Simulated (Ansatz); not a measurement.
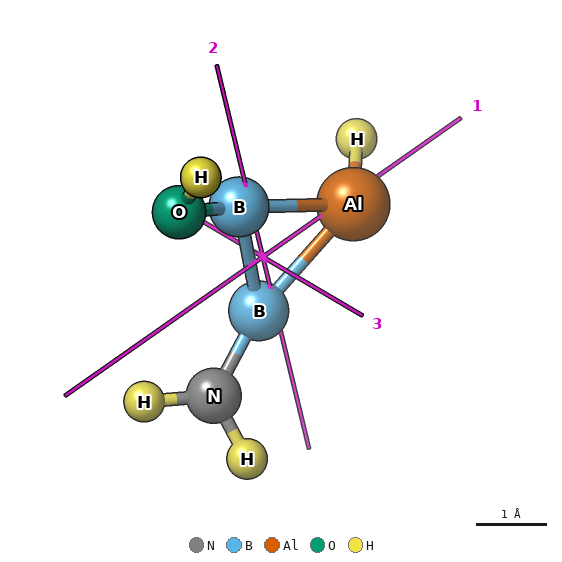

The three principal axes of inertia are drawn and numbered. Distant atoms are faded towards the background colour. Computed geometry: PBE-D4/def2-SVP optimisation. No frequency run is at hand to confirm it as a minimum. Masses are those of the most abundant isotopes; constants are for the rigid equilibrium geometry.

Question: Which line is the a axis (least moment of inertia), which b and which c?

Answer: a is line 1, b is line 2, c is line 3; the moments are 119, 143, 256 u Å².

Question: What kind of rotor is it, and what are its rotational constants in cm⁻¹?

Answer: An asymmetric top (C1): A = 0.142, B = 0.118, C = 0.0658 cm⁻¹. Ray's parameter κ is 0.38, nearer the oblate limit.
